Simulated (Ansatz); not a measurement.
## Geometry relaxation of C₄H₁₀AlF (part 1 of 3)

C₄H₁₀AlF, SMILES C[CH2][Al]([F])[CH2]C, computed with RKS PBE-D4/def2-SVP (Ansatz 0.2.0).

The geometry: force-field start. Figures and captions count atoms from 1; the log counts them from 0 in places.

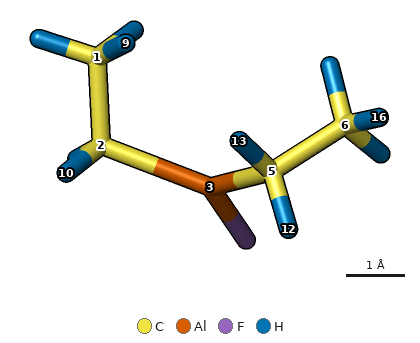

*The starting structure (stick view, seen at an oblique angle; atoms are numbered from 1 in the order of the input). Sticks mark near contacts.*

Bond lengths as drawn: Al–C 1.98 to 2.02 Å, Al–F 1.76 Å, C–C 1.53 to 1.54 Å and C–H 1.06 to 1.16 Å.

Input:
```yaml
crystal:
  periodic: [false, false, false]
  atoms:
    - {symbol: C, position_ang: [0.762900, -2.213100, -0.220000]}
    - {symbol: C, position_ang: [1.396500, -1.039900, -0.986100]}
    - {symbol: Al, position_ang: [0.259600, 0.628600, -0.971300]}
    - {symbol: F, position_ang: [-0.214600, 1.364400, -2.502400]}
    - {symbol: C, position_ang: [-0.215000, 1.439200, 0.776300]}
    - {symbol: C, position_ang: [-1.727800, 1.475500, 0.978400]}
    - {symbol: H, position_ang: [-0.237800, -2.403600, -0.695900]}
    - {symbol: H, position_ang: [1.391600, -3.058800, -0.271300]}
    - {symbol: H, position_ang: [0.560000, -1.867000, 0.872600]}
    - {symbol: H, position_ang: [2.383700, -0.815700, -0.491100]}
    - {symbol: H, position_ang: [1.555200, -1.337100, -2.020200]}
    - {symbol: H, position_ang: [0.192800, 2.493200, 0.845200]}
    - {symbol: H, position_ang: [0.204100, 0.883500, 1.593400]}
    - {symbol: H, position_ang: [-2.153000, 0.434900, 0.978300]}
    - {symbol: H, position_ang: [-2.211300, 2.040900, 0.180300]}
    - {symbol: H, position_ang: [-1.969800, 1.952200, 1.978300]}
basis:
  gaussian: {orbitals: def2-SVP}
hamiltonian: {xc: pbe, dispersion: d4}
relax: {f_tol: 0.03, max_steps: 200}
```

Hardware: 4 threads of Arm Neoverse V1, 23 GiB of memory available, shared host.

Launch command:
```bash
ansatz run in.yaml --threads 4 --pin off --events-out ev --progress --plain --max-ram 11315MiB
```

What the program printed:
```
Functional definition: PBE
  name "PBE"
  cite "Perdew, Burke & Ernzerhof, Phys. Rev. Lett. 77, 3865 (1996) doi:10.1103/PhysRevLett.77.3865"
  parent pbe
  parameter kappa = 0.804
  parameter beta = 0.06672455060314922
  exchange = pbe_x(kappa = kappa, mu = beta*pi^2/3)
  correlation = pbe_c(beta = beta)
1553 factors; their error is unknown
mean field evaluation 1: about -13586.1554 eV, gradient 9.2e1 eV
mean field evaluation 2: about -13544.0440 eV, gradient 1.5e2 eV
mean field evaluation 4: about -13606.6372 eV, gradient 1.4e1 eV
mean field evaluation 8: about -13607.0190 eV, gradient 2.5e-1 eV
mean field evaluation 16: about -13606.9434 eV, gradient 5.0e-4 eV
mean field -13606.94344561 eV, -500.0459485085 hartree, gradient 5.8e-5 eV, S^2 0.000000; 0 other end points of the search recorded, 0 dependent functions left out
the calculation of the forces begins
reference -13606.94348894 eV, -500.0459501011 hartree; 28, 28 occupied and 110, 110 virtual orbitals, 1553 factors
relax step   1: F+E_penalty+E_count = -13607.23401054 eV  Δ(F+E_penalty+E_count) = +0.000e0 eV  max|allowed force component| = 2.700e0 eV/Å  Δτ_max = 0.0000 Å  (29 SCF iters, accepted)
these checks for a lower state are left out or cut short: starts, cluster_reference, orbital_swaps, neighbouring_geometries, increment
1553 factors; their error is unknown
mean field -13607.26050914 eV, -500.0576003783 hartree, gradient 9.1e-6 eV, S^2 0.000000; 0 other end points of the search recorded, 0 dependent functions left out
[... from here on the field's lines of each further geometry are left out, up to the last ...]
relax step   2: F+E_penalty+E_count = -13607.54956607 eV  Δ(F+E_penalty+E_count) = -3.156e-1 eV  max|allowed force component| = 1.032e0 eV/Å  Δτ_max = 0.1565 Å  (30 SCF iters, accepted)
relax step   3: F+E_penalty+E_count = -13607.59387920 eV  Δ(F+E_penalty+E_count) = -4.431e-2 eV  max|allowed force component| = 1.033e0 eV/Å  Δτ_max = 0.1307 Å  (29 SCF iters, accepted)
relax step   4: F+E_penalty+E_count = -13607.62687093 eV  Δ(F+E_penalty+E_count) = -3.299e-2 eV  max|allowed force component| = 3.740e-1 eV/Å  Δτ_max = 0.0220 Å  (30 SCF iters, accepted)
relax step   5: F+E_penalty+E_count = -13607.63316573 eV  Δ(F+E_penalty+E_count) = -6.295e-3 eV  max|allowed force component| = 9.952e-2 eV/Å  Δτ_max = 0.0902 Å  (29 SCF iters, accepted)
relax step   6: F+E_penalty+E_count = -13607.63446864 eV  Δ(F+E_penalty+E_count) = -1.303e-3 eV  max|allowed force component| = 3.282e-2 eV/Å  Δτ_max = 0.0163 Å  (30 SCF iters, accepted)
relax step   7: F+E_penalty+E_count = -13607.63561745 eV  Δ(F+E_penalty+E_count) = -1.149e-3 eV  max|allowed force component| = 4.729e-2 eV/Å  Δτ_max = 0.0660 Å  (29 SCF iters, accepted)
relax step   8: F+E_penalty+E_count = -13607.63603239 eV  Δ(F+E_penalty+E_count) = -4.149e-4 eV  max|allowed force component| = 1.755e-1 eV/Å  Δτ_max = 0.1470 Å  (29 SCF iters, accepted)
relax step   9: F+E_penalty+E_count = -13607.63790385 eV  Δ(F+E_penalty+E_count) = -1.871e-3 eV  max|allowed force component| = 6.009e-2 eV/Å  Δτ_max = 0.0354 Å  (30 SCF iters, accepted)
relax step  10: F+E_penalty+E_count = -13607.63900533 eV  Δ(F+E_penalty+E_count) = -1.101e-3 eV  max|allowed force component| = 3.998e-2 eV/Å  Δτ_max = 0.0480 Å  (29 SCF iters, accepted)
relax step  11: F+E_penalty+E_count = -13607.63959878 eV  Δ(F+E_penalty+E_count) = -5.934e-4 eV  max|allowed force component| = 1.777e-1 eV/Å  Δτ_max = 0.1612 Å  (28 SCF iters, accepted)
relax step  12: F+E_penalty+E_count = -13607.64141587 eV  Δ(F+E_penalty+E_count) = -1.817e-3 eV  max|allowed force component| = 5.137e-2 eV/Å  Δτ_max = 0.0288 Å  (30 SCF iters, accepted)
relax step  13: F+E_penalty+E_count = -13607.64245384 eV  Δ(F+E_penalty+E_count) = -1.038e-3 eV  max|allowed force component| = 2.865e-2 eV/Å  Δτ_max = 0.0536 Å  (28 SCF iters, accepted)
relax step  14: F+E_penalty+E_count = -13607.64002922 eV  Δ(F+E_penalty+E_count) = +2.425e-3 eV  max|allowed force component| = 2.248e-1 eV/Å  Δτ_max = 0.1756 Å  (28 SCF iters, rejected (line search))
relax step  15: F+E_penalty+E_count = -13607.64391846 eV  Δ(F+E_penalty+E_count) = -1.465e-3 eV  max|allowed force component| = 4.319e-2 eV/Å  Δτ_max = 0.0877 Å  (27 SCF iters, accepted)
relax step  16: F+E_penalty+E_count = -13607.64406969 eV  Δ(F+E_penalty+E_count) = -1.512e-4 eV  max|allowed force component| = 1.127e-1 eV/Å  Δτ_max = 0.0979 Å  (28 SCF iters, accepted)
relax step  17: F+E_penalty+E_count = -13607.64492241 eV  Δ(F+E_penalty+E_count) = -8.527e-4 eV  max|allowed force component| = 6.443e-2 eV/Å  Δτ_max = 0.0124 Å  (29 SCF iters, accepted)
relax step  18: F+E_penalty+E_count = -13607.64551866 eV  Δ(F+E_penalty+E_count) = -5.962e-4 eV  max|allowed force component| = 2.916e-2 eV/Å  Δτ_max = 0.0148 Å  (30 SCF iters, accepted)
relax step  19: F+E_penalty+E_count = -13607.64618768 eV  Δ(F+E_penalty+E_count) = -6.690e-4 eV  max|allowed force component| = 1.452e-2 eV/Å  Δτ_max = 0.0426 Å  (29 SCF iters, accepted)
relax step  20: F+E_penalty+E_count = -13607.64004096 eV  Δ(F+E_penalty+E_count) = +6.147e-3 eV  max|allowed force component| = 3.093e-1 eV/Å  Δτ_max = 0.1978 Å  (27 SCF iters, rejected (line search))
relax step  21: F+E_penalty+E_count = -13607.64697184 eV  Δ(F+E_penalty+E_count) = -7.842e-4 eV  max|allowed force component| = 4.354e-2 eV/Å  Δτ_max = 0.0732 Å  (28 SCF iters, accepted)
relax step  22: F+E_penalty+E_count = -13607.64723501 eV  Δ(F+E_penalty+E_count) = -2.632e-4 eV  max|allowed force component| = 8.658e-2 eV/Å  Δτ_max = 0.0647 Å  (29 SCF iters, accepted)
relax step  23: F+E_penalty+E_count = -13607.64783273 eV  Δ(F+E_penalty+E_count) = -5.977e-4 eV  max|allowed force component| = 5.381e-2 eV/Å  Δτ_max = 0.0172 Å  (30 SCF iters, accepted)
relax step  24: F+E_penalty+E_count = -13607.64812183 eV  Δ(F+E_penalty+E_count) = -2.891e-4 eV  max|allowed force component| = 1.064e-1 eV/Å  Δτ_max = 0.0752 Å  (29 SCF iters, accepted)
relax step  25: F+E_penalty+E_count = -13607.64975712 eV  Δ(F+E_penalty+E_count) = -1.635e-3 eV  max|allowed force component| = 4.367e-2 eV/Å  Δτ_max = 0.0844 Å  (28 SCF iters, accepted)
relax step  26: F+E_penalty+E_count = -13607.65013044 eV  Δ(F+E_penalty+E_count) = -3.733e-4 eV  max|allowed force component| = 8.391e-2 eV/Å  Δτ_max = 0.0994 Å  (28 SCF iters, accepted)
relax step  27: F+E_penalty+E_count = -13607.65118687 eV  Δ(F+E_penalty+E_count) = -1.056e-3 eV  max|allowed force component| = 3.714e-2 eV/Å  Δτ_max = 0.0151 Å  (30 SCF iters, accepted)
the calculation of the forces begins
reference -13607.36391690 eV, -500.0614005435 hartree; 28, 28 occupied and 110, 110 virtual orbitals, 1553 factors
relax step  28: F+E_penalty+E_count = -13607.65221422 eV  Δ(F+E_penalty+E_count) = -1.027e-3 eV  max|allowed force component| = 2.695e-2 eV/Å  Δτ_max = 0.0519 Å  (29 SCF iters, accepted)
1553 factors; their error is unknown
mean field evaluation 224: about -13607.3639 eV, gradient 1.2e-3 eV
```

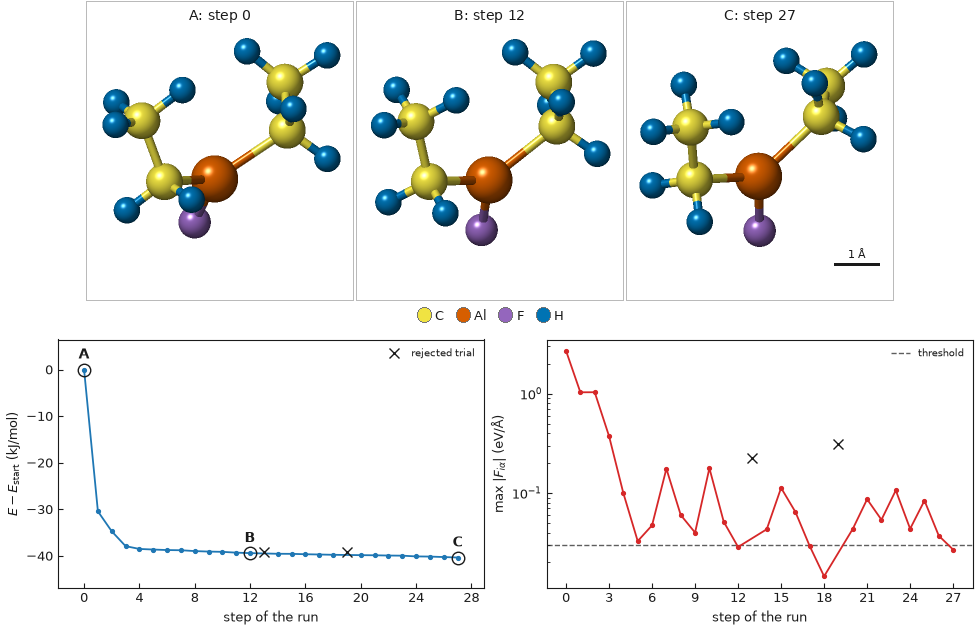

*Frames of the relaxation (ball-and-stick view, seen at a tilt) above the curves, on which the letters mark them (the first geometry is step 0 here and step 1 in the log).*

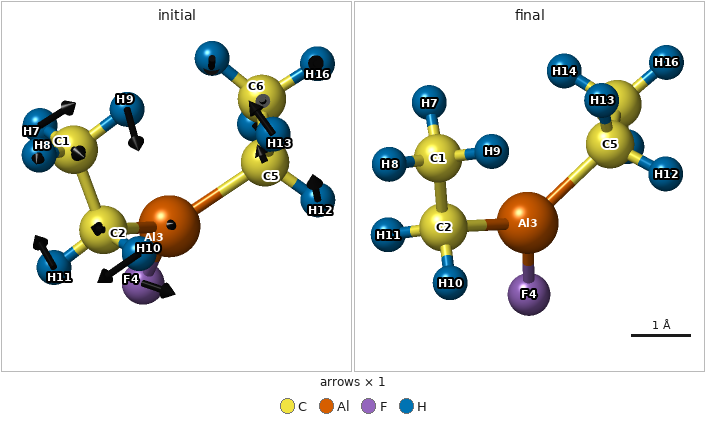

*Before (left) and after (right) the relaxation, at one scale (ball-and-stick view, seen at a tilt). The black arrows give the displacements, at true length.*

The energy falls by 40.4 kJ/mol in 27 geometry steps. Largest force component: 2.7 eV/Å at the start, 0.027 eV/Å at the end. The line search rejected the trial steps at points 13, 19 (counted from 0) and went back. The atom that moves furthest after the best rigid fit is H9 (1.09 Å). Largest moves by element: H 1.09 Å, F 0.71 Å, C 0.42 Å, Al 0.18 Å. Distances before and after: Al3–F4 1.764 → 1.691 Å, C1–H8 1.055 → 1.111 Å, C1–H9 1.164 → 1.111 Å, C2–Al3 2.019 → 1.968 Å. Among the angles that change: C2–Al3–C5 118.6° → 127.2°, H10–C2–H11 110.1° → 104.0°, H8–C1–H9 112.8° → 106.8°. (Atoms are counted from 1 in the order of the input.)

```
mean field -13607.36387360 eV, -500.0613989523 hartree, gradient 2.3e-5 eV, S^2 0.000000; 1 other end points of the search recorded, 0 dependent functions left out
the calculation of the forces begins
reference -13607.36391690 eV, -500.0614005434 hartree; 28, 28 occupied and 110, 110 virtual orbitals, 1553 factors
Total energy: -13607.65225751 eV, -500.0719968656 hartree
Atom 0 at     1.136630    -2.171903    -0.039245 Å, force    -0.001251     0.012806    -0.001263 eV/Å
Atom 1 at     1.200357    -1.135864    -1.173941 Å, force     0.006629    -0.007491     0.002019 eV/Å
Atom 2 at     0.351289     0.602239    -0.809168 Å, force     0.000211    -0.004730     0.004707 eV/Å
Atom 3 at     0.296453     1.695507    -2.098082 Å, force    -0.001424     0.002554    -0.005457 eV/Å
Atom 4 at    -0.440304     1.206452     0.889820 Å, force    -0.026948     0.007974     0.004420 eV/Å
Atom 5 at    -1.898549     1.699225     0.798310 Å, force     0.018302    -0.007287    -0.003320 eV/Å
Atom 6 at     0.090452    -2.417042     0.241675 Å, force     0.004459    -0.001631    -0.001720 eV/Å
Atom 7 at     1.628580    -3.129820    -0.312486 Å, force     0.000392    -0.001329     0.000592 eV/Å
Atom 8 at     1.634090    -1.807875     0.884522 Å, force    -0.001223    -0.001254    -0.002619 eV/Å
Atom 9 at     2.257927    -0.934335    -1.463480 Å, force    -0.006431     0.000203    -0.000130 eV/Å
Atom 10 at     0.737419    -1.538637    -2.104230 Å, force     0.002145     0.001638     0.004303 eV/Å
Atom 11 at     0.208493     2.028258     1.274135 Å, force    -0.000328    -0.011184    -0.002402 eV/Å
Atom 12 at    -0.349458     0.389323     1.640199 Å, force     0.000361     0.003013    -0.005772 eV/Å
Atom 13 at    -2.589496     0.891682     0.474445 Å, force     0.004667     0.009682     0.002283 eV/Å
Atom 14 at    -2.008526     2.528016     0.068254 Å, force     0.001109    -0.004203     0.004811 eV/Å
Atom 15 at    -2.278257     2.071973     1.773771 Å, force    -0.000670     0.001238    -0.000453 eV/Å
Dipole moment:     0.024654    -0.237258     0.278630 e Å
```

Trajectory as extended XYZ (Å, eV, eV/Å), 28 frames, from step=1 to step=28:
```
16
Properties=species:S:1:pos:R:3:forces:R:3 step=1 energy=-13607.23401
C     0.7629   -2.2131   -0.2200   -2.0581   2.6995   0.8643
C     1.3965   -1.0399   -0.9861   -0.1611   0.7346   0.6799
Al    0.2596    0.6286   -0.9713    0.4637   0.2223  -0.9058
F    -0.2146    1.3644   -2.5024    0.3554  -0.7007   1.5437
C    -0.2150    1.4392    0.7763   -0.3110   1.1681  -1.2332
C    -1.7278    1.4755    0.9784   -0.1518  -0.2736   1.0084
H    -0.2378   -2.4036   -0.6959    0.3666  -0.4410   0.4081
H     1.3916   -3.0588   -0.2713    0.9083  -1.7490   0.2004
H     0.5600   -1.8670    0.8726    0.2781  -0.8523  -1.2264
H     2.3837   -0.8157   -0.4911   -0.2442   0.1326  -0.4876
H     1.5552   -1.3371   -2.0202    0.4388  -0.1457  -0.7254
H     0.1928    2.4932    0.8452   -0.1000  -0.5542  -0.0570
H     0.2041    0.8835    1.5934    0.8633  -0.7040   0.8253
H    -2.1530    0.4349    0.9783   -0.0066   0.4276   0.0565
H    -2.2113    2.0409    0.1803   -0.4888   0.3349  -0.2972
H    -1.9698    1.9522    1.9783   -0.1526  -0.2990  -0.6539
16
Properties=species:S:1:pos:R:3:forces:R:3 step=2 energy=-13607.54957
C     0.7510   -2.2093   -0.2479   -0.5152   0.7976   0.2490
C     1.4307   -1.0497   -1.0211   -0.1743   0.3812   0.3873
Al    0.3957    0.6495   -0.9084   -0.8088   0.0119  -1.0200
F    -0.2810    1.2848   -2.3851    0.5673  -0.3650   1.0315
C    -0.2240    1.4764    0.7809   -0.0459   0.3256  -0.3578
C    -1.7535    1.5121    0.9859   -0.0052  -0.1949   0.2535
H    -0.2354   -2.4888   -0.6934    0.2626   0.0052   0.0056
H     1.3840   -3.1019   -0.2337    0.2196  -0.4716   0.0645
H     0.5261   -1.9266    0.8188    0.1832  -0.1558  -0.3855
H     2.4194   -0.8043   -0.5610   -0.0068  -0.2129  -0.0746
H     1.6263   -1.3388   -2.0691    0.0602   0.0147  -0.1651
H     0.1872    2.5153    0.8360   -0.0282  -0.1492   0.0365
H     0.2565    0.9139    1.5970    0.1791  -0.1223   0.3223
H    -2.1962    0.4888    0.9772    0.0483   0.1124  -0.0329
H    -2.2690    2.0928    0.2004   -0.0418   0.0740  -0.1279
H    -2.0408    1.9631    1.9681    0.1058  -0.0508  -0.1864
16
Properties=species:S:1:pos:R:3:forces:R:3 step=3 energy=-13607.59388
C     0.7547   -2.2067   -0.2395    0.0275   0.0842  -0.0402
C     1.4156   -1.0478   -1.0259   -0.1927   0.0829   0.1638
Al    0.3494    0.6148   -0.9012   -0.3301   0.5119  -1.0331
F    -0.1797    1.3673   -2.3825    0.3774  -0.5363   1.0334
C    -0.2360    1.4737    0.7790   -0.0167  -0.0792  -0.0954
C    -1.7645    1.5082    0.9909    0.0103  -0.0365   0.0907
H    -0.2276   -2.5051   -0.6678    0.0821   0.0142  -0.0493
H     1.3936   -3.1144   -0.2260   -0.0173  -0.0498   0.0062
H     0.5564   -1.9398    0.8217    0.0599   0.0217  -0.0154
H     2.4203   -0.8238   -0.5958   -0.0219  -0.0464  -0.0176
H     1.5937   -1.3295   -2.0853   -0.0232   0.0039   0.0041
H     0.1762    2.5083    0.8091   -0.0017  -0.0207  -0.0190
H     0.2641    0.9291    1.6115   -0.0367   0.0288   0.0464
H    -2.2063    0.4884    1.0081    0.0170   0.0072  -0.0230
H    -2.2880    2.0717    0.1912    0.0392   0.0017  -0.0225
H    -2.0448    1.9828    1.9571    0.0270   0.0125  -0.0291
```
